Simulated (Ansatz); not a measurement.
**UCAM-B3LYP/6-311+G(d,p) run of CH4FSi (SMILES [CH2][SiH2]F)**

What is the electronic atomisation energy of CH4FSi at UCAM-B3LYP/6-311+G**? 

The results are computed with Ansatz 0.2.0.

59 further runs of the same task are left out: 1 that didn't finish, 58 set aside as unsound or not needed.

## 1. Starting point

CH4FSi: 7 atoms, total charge 0, spin state doublet. SMILES: `[CH2][SiH2]F`. Geometry: relaxed at PBE0-D4/def2-TZVP. This is one conformer, not always the lowest.

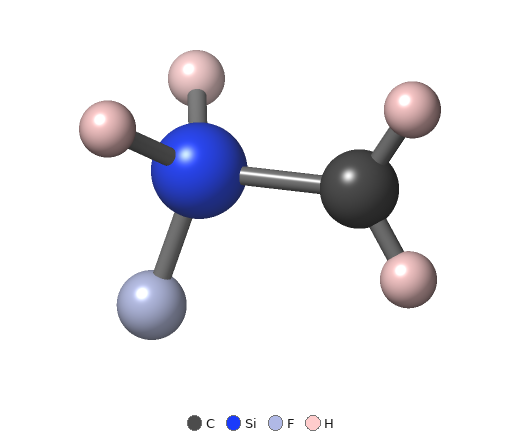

Viewed from a chosen angle; carbon dark grey, silicon blue, fluorine light blue, hydrogen pink.

## 2. The energy at UCAM-B3LYP/6-311+G(d,p)

input.yaml

```yaml
crystal:
  periodic: [false, false, false]
  atoms:
    - symbol: C
      position_ang: [-0.871900, 0.281100, -0.615800]
    - symbol: Si
      position_ang: [0.588600, -0.157300, 0.392500]
    - symbol: F
      position_ang: [0.652600, -1.749500, 0.550500]
    - symbol: H
      position_ang: [-1.536000, -0.466000, -1.038500]
    - symbol: H
      position_ang: [-1.136000, 1.310700, -0.837900]
    - symbol: H
      position_ang: [0.509900, 0.430600, 1.755300]
    - symbol: H
      position_ang: [1.854000, 0.282500, -0.251700]
basis:
  gaussian: {orbitals: 6-311+G_st__st_-spherical.json}
magnetization: {spin_polarized: true, initial_magnetization: 1}
hamiltonian: {xc: {name: CAM-B3LYP}}
accuracy: high
output: {orbitals: {seedname: orbitals}}
```

The basis set 6-311+G** is read from a file made from the Basis Set Exchange's data (not shown).

Launch:

```sh
$ ansatz run input.yaml --threads 1 --pin off --max-ram 3480MiB --events-out events.jsonl --progress --plain --runs-dir runs
```

What it wrote:

```text
Warning: RAYON_NUM_THREADS=1 ignored (pool sized by the plan → 1); use --threads N
Functional definition: CAM-B3LYP
  name "CAM-B3LYP"
  parameter alpha = 0.19
  parameter beta = 0.46
  parameter omega = 0.33/bohr
  parameter ac = 0.81
  exchange = (1 - alpha - beta)*b88_x + beta*b88_x_sr(omega) + alpha*exact_x + beta*exact_x_lr(omega)
  correlation = (1 - ac)*vwn5_c + ac*lyp_c
1833 factors; integrals over basis functions are off by at most 4.3e-9 eV
446 factors; integrals over basis functions are off by at most 2.4e-9 eV
mean field evaluation 1: about -11692.5565 eV, gradient 3.3e1 eV
mean field evaluation 2: about -11692.3283 eV, gradient 3.7e1 eV
mean field evaluation 4: about -11696.8003 eV, gradient 1.6e0 eV
mean field evaluation 8: about -11696.8927 eV, gradient 1.1e-1 eV
mean field evaluation 16: about -11696.8929 eV, gradient 4.6e-5 eV
mean field -11696.89286023 eV, -429.8528841747 hartree, gradient 8.3e-8 eV, S^2 0.753543; 0 other end points of the search recorded, 0 dependent functions left out
reference -11696.89288209 eV, -429.8528849781 hartree; 17, 16 occupied and 81, 82 virtual orbitals, 1833 factors
Total energy: -11696.89288209 eV, -429.8528849781 hartree
```

Wall time 11 s (1 thread of Arm Neoverse V2, shared host); peak memory 0.44 GiB.

## 3. The C atom

job.yaml

```yaml
crystal:
  periodic: [false, false, false]
  atoms:
    - {symbol: C, position_ang: [0.000000, 0.000000, 0.000000]}
basis:
  gaussian:
    orbitals: 6-311+G_st__st_.json
magnetization:
  spin_polarized: true
  initial_magnetization: 2
hamiltonian:
  xc: {name: CAM-B3LYP}
accuracy: high
```

The basis set 6-311+G** is read from a file made from the Basis Set Exchange's data (not shown).

Launch:

```sh
$ ansatz run job.yaml --threads 1 --pin off --max-ram 3480MiB --events-out events.jsonl --progress --plain --runs-dir runs
```

What it wrote:

```text
Warning: RAYON_NUM_THREADS=1 ignored (pool sized by the plan → 1); use --threads N
Functional definition: CAM-B3LYP
  name "CAM-B3LYP"
  parameter alpha = 0.19
  parameter beta = 0.46
  parameter omega = 0.33/bohr
  parameter ac = 0.81
  exchange = (1 - alpha - beta)*b88_x + beta*b88_x_sr(omega) + alpha*exact_x + beta*exact_x_lr(omega)
  correlation = (1 - ac)*vwn5_c + ac*lyp_c
169 factors; integrals over basis functions are off by at most 2.6e-9 eV
80 factors; integrals over basis functions are off by at most 9.4e-10 eV
mean field evaluation 1: about -1029.4335 eV, gradient 4.3e0 eV
mean field evaluation 2: about -1029.5297 eV, gradient 1.1e0 eV
mean field evaluation 4: about -1029.5373 eV, gradient 2.8e-1 eV
mean field evaluation 8: about -1029.5378 eV, gradient 3.7e-4 eV
mean field -1029.53775679 eV, -37.8348147163 hartree, gradient 6.2e-8 eV, S^2 2.002946; 0 other end points of the search recorded, 0 dependent functions left out
reference -1029.53776914 eV, -37.8348151702 hartree; 4, 2 occupied and 18, 20 virtual orbitals, 169 factors
Total energy: -1029.53776914 eV, -37.8348151702 hartree
```

It took 0.4 s on 1 thread of Arm Neoverse V2, shared host.

## 4. The F atom

in.yaml

```yaml
crystal:
  periodic: [false, false, false]
  atoms:
    - {symbol: F, position_ang: [0.000000, 0.000000, 0.000000]}
basis:
  gaussian:
    orbitals: 6-311+G_st__st_.json
magnetization:
  spin_polarized: true
  initial_magnetization: 1
hamiltonian:
  xc: {name: CAM-B3LYP}
accuracy: high
```

The basis set 6-311+G** is read from a file made from the Basis Set Exchange's data (not shown).

Launch:

```sh
$ ansatz run in.yaml --threads 1 --pin off --max-ram 3480MiB --events-out events.jsonl --progress --plain --runs-dir runs
```

What it wrote:

```text
Warning: RAYON_NUM_THREADS=1 ignored (pool sized by the plan → 1); use --threads N
Functional definition: CAM-B3LYP
  name "CAM-B3LYP"
  parameter alpha = 0.19
  parameter beta = 0.46
  parameter omega = 0.33/bohr
  parameter ac = 0.81
  exchange = (1 - alpha - beta)*b88_x + beta*b88_x_sr(omega) + alpha*exact_x + beta*exact_x_lr(omega)
  correlation = (1 - ac)*vwn5_c + ac*lyp_c
175 factors; integrals over basis functions are off by at most 3.7e-9 eV
64 factors; integrals over basis functions are off by at most 5.5e-10 eV
mean field evaluation 1: about -2713.9328 eV, gradient 4.9e0 eV
mean field evaluation 2: about -2713.9829 eV, gradient 2.0e0 eV
mean field evaluation 4: about -2713.9935 eV, gradient 4.2e-2 eV
mean field evaluation 8: about -2713.9936 eV, gradient 1.2e-3 eV
mean field -2713.99364872 eV, -99.7374269797 hartree, gradient 8.1e-9 eV, S^2 0.751327; 0 other end points of the search recorded, 0 dependent functions left out
reference -2713.99365966 eV, -99.7374273816 hartree; 5, 4 occupied and 17, 18 virtual orbitals, 175 factors
Total energy: -2713.99365966 eV, -99.7374273816 hartree
```

Wall time 0.38 s (1 thread of Arm Neoverse V2, shared host).

## 5. The H atom

input.yaml

```yaml
crystal:
  periodic: [false, false, false]
  atoms:
    - {symbol: H, position_ang: [0.000000, 0.000000, 0.000000]}
basis:
  gaussian: {orbitals: 6-311+G_st__st_.json}
magnetization: {spin_polarized: true, initial_magnetization: 1}
hamiltonian: {xc: {name: CAM-B3LYP}}
accuracy: high
```

The basis set 6-311+G** is read from a file made from the Basis Set Exchange's data (not shown).

Run the same way, it converges to -0.49881 Eh (log not shown).

## 6. The Si atom, same level

input.yaml

```yaml
crystal:
  periodic: [false, false, false]
  atoms:
    - {symbol: Si, position_ang: [0.000000, 0.000000, 0.000000]}
basis:
  gaussian: {orbitals: 6-311+G_st__st_-spherical.json}
magnetization: {spin_polarized: true, initial_magnetization: 2}
hamiltonian: {xc: {name: CAM-B3LYP}}
accuracy: high
```

The basis set 6-311+G** is read from a file made from the Basis Set Exchange's data (not shown).

Launch:

```sh
$ ansatz run input.yaml --threads 1 --pin off --max-ram 3480MiB --events-out events.jsonl --progress --plain --runs-dir runs
```

What it wrote:

```text
Warning: RAYON_NUM_THREADS=1 ignored (pool sized by the plan → 1); use --threads N
Functional definition: CAM-B3LYP
  name "CAM-B3LYP"
  parameter alpha = 0.19
  parameter beta = 0.46
  parameter omega = 0.33/bohr
  parameter ac = 0.81
  exchange = (1 - alpha - beta)*b88_x + beta*b88_x_sr(omega) + alpha*exact_x + beta*exact_x_lr(omega)
  correlation = (1 - ac)*vwn5_c + ac*lyp_c
230 factors; integrals over basis functions are off by at most 3.5e-9 eV
89 factors; integrals over basis functions are off by at most 1.6e-9 eV
mean field evaluation 1: about -7874.3402 eV, gradient 2.8e0 eV
mean field evaluation 2: about -7874.3967 eV, gradient 1.2e0 eV
mean field evaluation 4: about -7874.4021 eV, gradient 3.0e-1 eV
mean field evaluation 8: about -7874.4027 eV, gradient 5.2e-4 eV
mean field evaluation 16: about -7874.4027 eV, gradient 2.6e-8 eV
mean field -7874.40272046 eV, -289.3789625150 hartree, gradient 2.6e-8 eV, S^2 2.002106; 0 other end points of the search recorded, 0 dependent functions left out
reference -7874.40273153 eV, -289.3789629220 hartree; 8, 6 occupied and 22, 24 virtual orbitals, 230 factors
Total energy: -7874.40273153 eV, -289.3789629220 hartree
```

Wall time 0.86 s (1 thread of Arm Neoverse V2, shared host).

## 7. Outcome

At UCAM-B3LYP/6-311+G**:

```
                                    quantity          value
                      molecule: total energy  -429.85288 Eh
molecule: HOMO energy (highest over α and β)       -8.63 eV
 molecule: LUMO energy (lowest over α and β)       -1.64 eV
                              molecule: ⟨S²⟩          0.754
                        C atom: total energy   -37.83482 Eh
                                C atom: ⟨S²⟩          2.003
                        F atom: total energy   -99.73743 Eh
                                F atom: ⟨S²⟩          0.751
                        H atom: total energy    -0.49881 Eh
                                H atom: ⟨S²⟩          0.750
                       Si atom: total energy  -289.37896 Eh
                               Si atom: ⟨S²⟩          2.002
               electronic atomisation energy      24.665 eV
```

In words: Taking the molecule apart into free atoms costs 24.67 eV (2380 kJ/mol), before zero-point energy and without spin-orbit coupling.
